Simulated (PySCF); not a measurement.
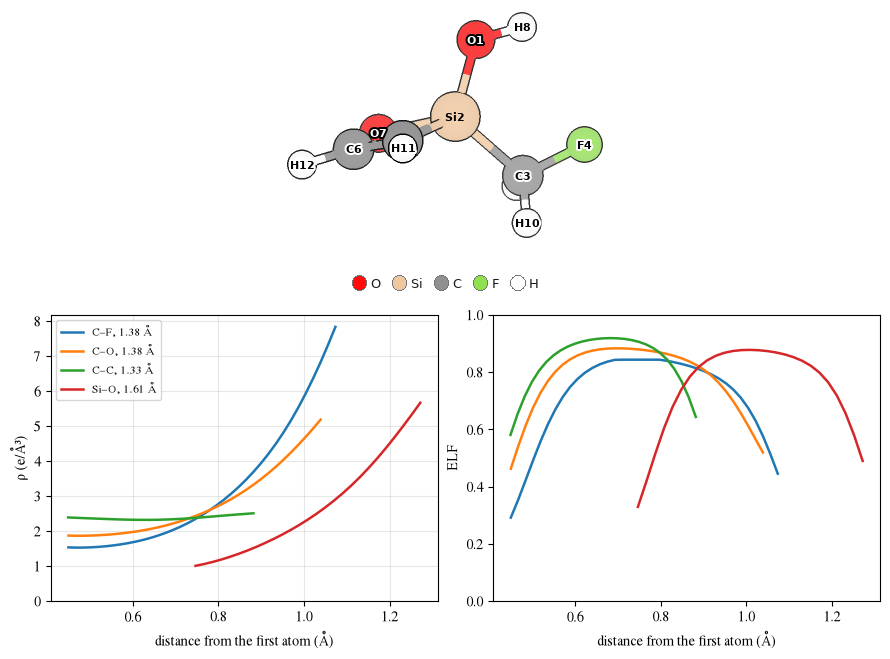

*C3H5FO2Si. Total electron density and ELF along straight lines between neighbouring atoms. The curves leave out the atomic cores. The structure is drawn too.*

Geometry: GFN2-xTB.

Level of theory: PySCF, B3LYP/def2-SVPD, SCF density, gas phase.

```xyz
12

O    -0.6403    1.7363    0.8449
Si   -0.0797    0.3663    0.2006
C    -1.4847   -0.9232    0.0573
F    -2.6736   -0.2555   -0.1843
C     1.3564    0.3703   -1.0307
C     2.0772   -0.1133   -0.0216
O     1.2480   -0.2108    1.0829
H    -1.5554    1.9856    0.7284
H    -1.6290   -1.4759    0.9879
H    -1.3598   -1.6349   -0.7588
H     1.6433    0.5744   -2.0410
H     3.0990   -0.4199    0.1083
```

Question: What kind of bonding do the profiles show?

Answer: C–F (1.38 Å): the density is about 2 e/Å³ at the midpoint, with its minimum of 1.5 e/Å³ about 0.5 Å from C; the ELF peaks at about 0.85 between the atoms (a polar covalent bond).
C–O (1.38 Å): ρ at the midpoint is about 2.2 e/Å³, with its minimum of 1.9 e/Å³ about 0.5 Å from C; the ELF peaks at about 0.90 between the atoms, as expected for a polar covalent bond.
C–C (1.33 Å): the density is about 2.3 e/Å³ at the midpoint; the ELF peaks at about 0.90 between the atoms: a multiple bond.
Si–O (1.61 Å): ρ at the midpoint is about 1.2 e/Å³; the ELF peaks at about 0.90 between the atoms (a short, strongly polar bond).
